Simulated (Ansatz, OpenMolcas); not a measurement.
**CH3BF3Ge+ (SMILES [CH3][Ge+]([F])[B](F)F): the vertical ionisation energy, rung by rung**

The species is CH3BF3Ge+ (9 atoms), meant as a singlet with charge +1. As SMILES, `[CH3][Ge+]([F])[B](F)F`. Geometry: a GFN2-xTB relaxation, a rough one for these elements and not checked as a minimum.

Quantity: the vertical ionisation energy (to the doublet dication), in eV. The values are calculated.

```
          level             kind     program  value (eV)  CPU time (all runs)
    HF/def2-SVP     Hartree–Fock  OpenMolcas       16.85                 58 s
 SVWN5/def2-SVP              LDA  OpenMolcas       16.76                2 min
   PBE/def2-SVP              GGA      Ansatz       16.53                 16 s
revPBE/def2-SVP              GGA  OpenMolcas       16.46              2.7 min
 M06-L/def2-SVP         meta-GGA  OpenMolcas       16.76              3.6 min
  TPSS/def2-SVP         meta-GGA  OpenMolcas       16.56              3.6 min
M06-2X/def2-SVP  hybrid meta-GGA  OpenMolcas       17.27              3.2 min
  PBE0/def2-SVP    global hybrid  OpenMolcas       17.02              2.7 min
```

All-electron rows without a relativistic Hamiltonian named are non-relativistic. The values span 16.46 to 17.27 eV. CPU times are rough (shared hosts, several kinds of processor): they show what a rung costs within a factor of a few.

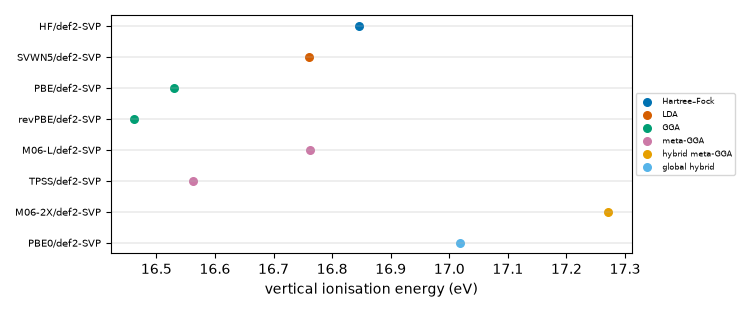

The values of the table, level by level.
